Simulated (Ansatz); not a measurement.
**Si2H6O (disiloxane): BCCD(T)/cc-pVDZ**

Aim: the energy change on altering one bond length of Si2H6O (disiloxane) at BCCD(T)/cc-pVDZ, from 2 runs. 

Program for the calculation: Ansatz 0.2.0.

60 further runs of the same task are left out: 60 set aside as unsound or not needed.

### Step 1. The system as given

Si2H6O: 9 atoms, total charge 0, spin state singlet. As SMILES, `[SiH3]O[SiH3]`. Geometry: relaxed at PBE0-D4/def2-TZVP.

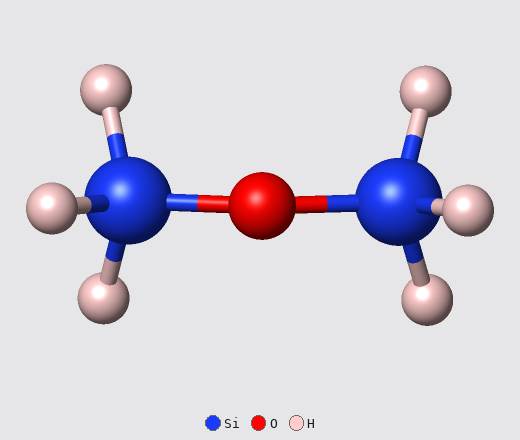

Viewed from a chosen angle; silicon blue, oxygen red, hydrogen pink.

### Step 2. The energy at BCCD(T)/cc-pVDZ

Contents of in.yaml:

```yaml
crystal:
  periodic: [false, false, false]
  atoms:
    - {symbol: Si, position_ang: [-0.710290, 1.052660, -0.919520]}
    - {symbol: O, position_ang: [0.425550, 0.090990, -0.245380]}
    - {symbol: Si, position_ang: [0.775570, -1.038810, 0.881750]}
    - {symbol: H, position_ang: [-1.787270, 0.226580, -1.525660]}
    - {symbol: H, position_ang: [-0.060640, 1.872420, -1.970220]}
    - {symbol: H, position_ang: [-1.306170, 1.942760, 0.111330]}
    - {symbol: H, position_ang: [2.224270, -1.343130, 0.800010]}
    - {symbol: H, position_ang: [-0.009310, -2.275600, 0.628780]}
    - {symbol: H, position_ang: [0.448290, -0.527870, 2.238910]}
basis:
  gaussian:
    orbitals: cc-pVDZ
accuracy: high
correlation:
  method: bccd_t
  frozen_orbitals: {H: 0, O: 1, Si: 5}
scf:
  omitted_lower_state_checks: [cluster_reference, increment]
```

Started as:

```bash
ansatz run in.yaml --threads 1 --pin off --max-ram 3480MiB --events-out events.jsonl --progress --plain --runs-dir runs
```

Log:

```text
Warning: RAYON_NUM_THREADS=1 ignored (pool sized by the plan → 1); use --threads N
Functional definition: HF
  name "HF"
  exchange = exact_x
  correlation = 0
these checks for a lower state are left out or cut short: cluster_reference, increment
1882 factors; integrals over basis functions are off by at most 3.9e-9 eV
mean field evaluation 1: about -17856.0120 eV, gradient 3.2e1 eV
mean field evaluation 2: about -17856.0328 eV, gradient 3.2e1 eV
mean field evaluation 4: about -17858.4042 eV, gradient 2.7e0 eV
mean field evaluation 8: about -17858.4320 eV, gradient 2.5e-4 eV
mean field -17858.43201111 eV, -656.2852715282 hartree, gradient 1.5e-8 eV, S^2 0.000000; 0 other end points of the search recorded, 0 dependent functions left out
11 core orbitals not correlated: weight in the atoms' cores, before any rotation towards them, 1.000 or more for the frozen orbitals, at most 0.000 for the correlated occupied ones
reference -17858.43201111 eV, -656.2852715282 hartree; 10, 10 occupied and 59, 59 virtual orbitals, 1882 factors
second order -10.56754012 eV of doubles, -0.00000000 eV of singles
cycle   1  -11.38149980 eV  change   -8.1e-1 eV  update   8.7e-2
cycle   2  -11.75986426 eV  change   -3.8e-1 eV  update   2.7e-2
cycle   3  -11.84770242 eV  change   -8.8e-2 eV  update   1.4e-2
cycle   4  -11.84162103 eV  change    6.1e-3 eV  update   2.9e-3
cycle   5  -11.83937611 eV  change    2.2e-3 eV  update   9.6e-4
cycle   6  -11.83933996 eV  change    3.6e-5 eV  update   2.3e-4
cycle   7  -11.83922242 eV  change    1.2e-4 eV  update   6.3e-5
cycle   8  -11.83919027 eV  change    3.2e-5 eV  update   2.3e-5
cycle   9  -11.83920125 eV  change   -1.1e-5 eV  update   7.8e-6
cycle  10  -11.83919821 eV  change    3.0e-6 eV  update   2.8e-6
cycle  11  -11.83920004 eV  change   -1.8e-6 eV  update   8.3e-7
cycle  12  -11.83920056 eV  change   -5.1e-7 eV  update   1.9e-7
cycle  13  -11.83920075 eV  change   -1.9e-7 eV  update   7.5e-8
cycle  14  -11.83920081 eV  change   -6.5e-8 eV  update   3.3e-8
cycle  15  -11.83920081 eV  change   -2.5e-9 eV  update   2.0e-8
cycle  16  -11.83920096 eV  change   -1.5e-7 eV  update   9.2e-8
cycle  17  -11.83920098 eV  change   -2.0e-8 eV  update   2.1e-8
cycle  18  -11.83920099 eV  change   -8.0e-9 eV  update   5.5e-9
cycle  19  -11.83920099 eV  change   3.9e-10 eV  update   1.7e-9
perturbative correction -0.26150187 eV, -0.0096100166 hartree
Total energy: -17870.53271397 eV, -656.7299641562 hartree
Checks for a lower state left out: cluster_reference, increment
```

Wall time 14 s (1 thread of Intel Xeon Platinum 8259CL at 2.50GHz (Skylake/Cascade Lake), shared host); peak memory 0.51 GiB.

### Step 3. The distorted shape, same level

Contents of job.yaml:

```yaml
crystal:
  periodic: [false, false, false]
  atoms:
    - symbol: Si
      position_ang: [-0.880661, 1.196907, -1.020638]
    - symbol: O
      position_ang: [0.425550, 0.090990, -0.245380]
    - symbol: Si
      position_ang: [0.775570, -1.038810, 0.881750]
    - symbol: H
      position_ang: [-1.957641, 0.370827, -1.626778]
    - symbol: H
      position_ang: [-0.231011, 2.016667, -2.071338]
    - symbol: H
      position_ang: [-1.476541, 2.087007, 0.010212]
    - symbol: H
      position_ang: [2.224270, -1.343130, 0.800010]
    - symbol: H
      position_ang: [-0.009310, -2.275600, 0.628780]
    - symbol: H
      position_ang: [0.448290, -0.527870, 2.238910]
basis:
  gaussian: {orbitals: cc-pVDZ}
correlation: {method: bccd_t, frozen_orbitals: {H: 0, O: 1, Si: 5}}
accuracy: high
scf: {omitted_lower_state_checks: [cluster_reference, increment]}
```

Started as:

```bash
ansatz run job.yaml --threads 1 --pin off --max-ram 3480MiB --events-out events.jsonl --progress --plain --runs-dir runs
```

Log:

```text
Warning: RAYON_NUM_THREADS=1 ignored (pool sized by the plan → 1); use --threads N
Functional definition: HF
  name "HF"
  exchange = exact_x
  correlation = 0
these checks for a lower state are left out or cut short: cluster_reference, increment
1875 factors; integrals over basis functions are off by at most 3.6e-9 eV
mean field evaluation 1: about -17855.1620 eV, gradient 3.4e1 eV
mean field evaluation 2: about -17855.1802 eV, gradient 3.4e1 eV
mean field evaluation 4: about -17857.8714 eV, gradient 2.8e0 eV
mean field evaluation 8: about -17857.9018 eV, gradient 2.8e-4 eV
mean field -17857.90181681 eV, -656.2657872473 hartree, gradient 1.9e-8 eV, S^2 0.000000; 0 other end points of the search recorded, 0 dependent functions left out
11 core orbitals not correlated: weight in the atoms' cores, before any rotation towards them, 1.000 or more for the frozen orbitals, at most 0.000 for the correlated occupied ones
reference -17857.90181681 eV, -656.2657872473 hartree; 10, 10 occupied and 59, 59 virtual orbitals, 1875 factors
second order -10.71012469 eV of doubles, -0.00000000 eV of singles
cycle   1  -11.46812593 eV  change   -7.6e-1 eV  update   9.5e-2
cycle   2  -11.85604315 eV  change   -3.9e-1 eV  update   3.1e-2
cycle   3  -11.96888889 eV  change   -1.1e-1 eV  update   1.7e-2
cycle   4  -11.96243210 eV  change    6.5e-3 eV  update   3.6e-3
cycle   5  -11.95937359 eV  change    3.1e-3 eV  update   1.3e-3
cycle   6  -11.95938224 eV  change   -8.7e-6 eV  update   3.6e-4
cycle   7  -11.95922589 eV  change    1.6e-4 eV  update   1.3e-4
cycle   8  -11.95917193 eV  change    5.4e-5 eV  update   5.5e-5
cycle   9  -11.95920259 eV  change   -3.1e-5 eV  update   1.8e-5
cycle  10  -11.95920060 eV  change    2.0e-6 eV  update   5.5e-6
cycle  11  -11.95920439 eV  change   -3.8e-6 eV  update   2.1e-6
cycle  12  -11.95920581 eV  change   -1.4e-6 eV  update   5.2e-7
cycle  13  -11.95920631 eV  change   -5.0e-7 eV  update   2.6e-7
cycle  14  -11.95920652 eV  change   -2.1e-7 eV  update   8.1e-8
cycle  15  -11.95920649 eV  change    3.0e-8 eV  update   3.6e-8
cycle  16  -11.95920650 eV  change   -5.6e-9 eV  update   2.3e-8
cycle  17  -11.95920625 eV  change    2.5e-7 eV  update   1.1e-7
cycle  18  -11.95920626 eV  change   -1.4e-8 eV  update   2.6e-8
cycle  19  -11.95920625 eV  change    1.0e-8 eV  update   7.7e-9
cycle  20  -11.95920625 eV  change  -5.7e-10 eV  update   2.6e-9
cycle  21  -11.95920625 eV  change  -2.8e-10 eV  update  8.1e-10
perturbative correction -0.29049236 eV, -0.0106753973 hartree
Total energy: -17870.15151543 eV, -656.7159553682 hartree
Checks for a lower state left out: cluster_reference, increment
```

It took 16 s on 1 thread of Intel Xeon Platinum 8259CL at 2.50GHz (Skylake/Cascade Lake), shared host; peak memory 0.51 GiB.

### Step 4. Summary of results

Level: BCCD(T)/cc-pVDZ, 11 core orbitals frozen.

| quantity | value |
| --- | --- |
| first shape: total energy | -656.72996 Eh |
| first shape: correlation energy (11 core orbitals frozen) | -444.7 mEh |
| first shape: (T) correction | -9.61 mEh |
| distorted shape: total energy | -656.71596 Eh |
| distorted shape: correlation energy (11 core orbitals frozen) | -450.2 mEh |
| distorted shape: (T) correction | -10.68 mEh |
| energy change with the Si1–O2 bond stretched from 1.634 to 1.879 Å | 0.381 eV |

In words: With the Si1–O2 bond stretched from 1.634 to 1.879 Å the energy rises by 0.38 eV (8.8 kcal/mol). The first shape isn't relaxed at this level, so the change isn't measured from a minimum. The triples (first shape) make up 2.2 % of the correlation energy. The triples (distorted shape) make up 2.4 % of the correlation energy.
